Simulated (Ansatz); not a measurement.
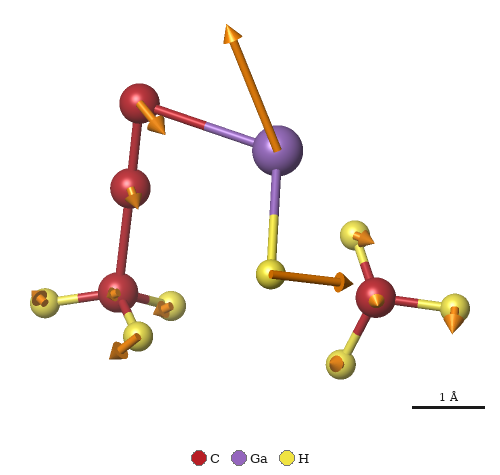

This is a relaxation of C₄H₇Ga (coarse preliminary run). The starting structure is drawn; orange arrows show the displacements, at their true length. The two geometries are superimposed by the best rigid fit.

The picture is a ball-and-stick view, seen at a tilt.

The start comes from a force field.

Computed with RKS PBE-D4/def2-SVP (Ansatz). Set-up: force threshold 0.03 eV/Å; at most 200 steps.

What did the optimiser do to the structure, and how much energy did it gain?

Answer. The energy falls by 539.7 kJ/mol in 22 accepted moves (23 points after the start). Largest force component: 4 eV/Å at the start, 0.028 eV/Å at the end. The line search rejected the trial step at point 13 of the run. The forces were under the threshold at step 19, but the run went on from there. The atom that moves furthest after the best rigid fit is the Ga atom (1.93 Å). By element the largest moves are Ga 1.93 Å, H 1.37 Å, C 0.65 Å. Some distances before and after: Ga–H 2.055 → 4.036 Å, C–Ga 2.598 → 4.561 Å, Ga–H 2.140 → 4.031 Å, C–H 2.463 → 1.106 Å. New bonds form: C–H (2.46 → 1.11 Å). Bond angles that change, for instance: C–C–Ga 85.7° → 172.3°, H–C–H 114.2° → 107.6°, C–C–H 104.9° → 111.2°. Cost: 42 s on 4 threads of Arm Neoverse V1, on a shared host.
